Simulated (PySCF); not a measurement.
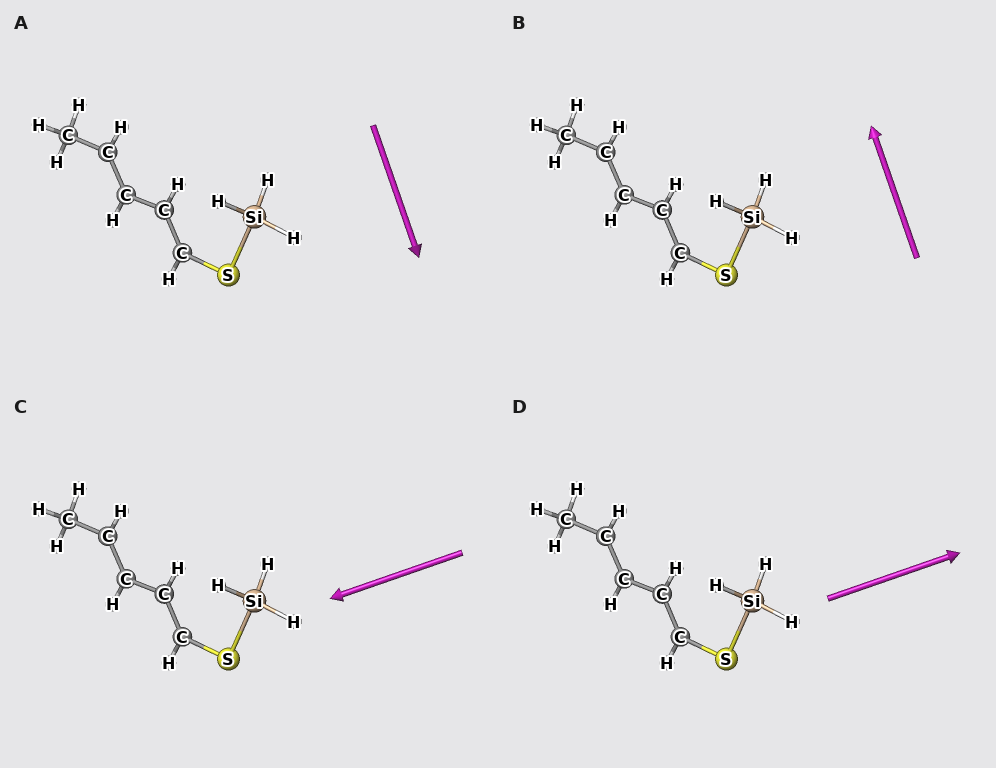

The same molecule four times, each with an arrow. The geometry was computed by an optimisation with GFN2-xTB. No frequency run is at hand to confirm it as a minimum. Properties computed with CAM-B3LYP/def2-SVPD, gas phase (PySCF 2.14.0).

Which arrow points along the dipole moment, from the negative to the positive end?

Answer. B. The dipole moment is 1.65 D.

The geometry is semi-empirical. Around Si such bond lengths and angles can be off by a tenth of an ångström or more and by several degrees, and values that hang on the shape move with them.
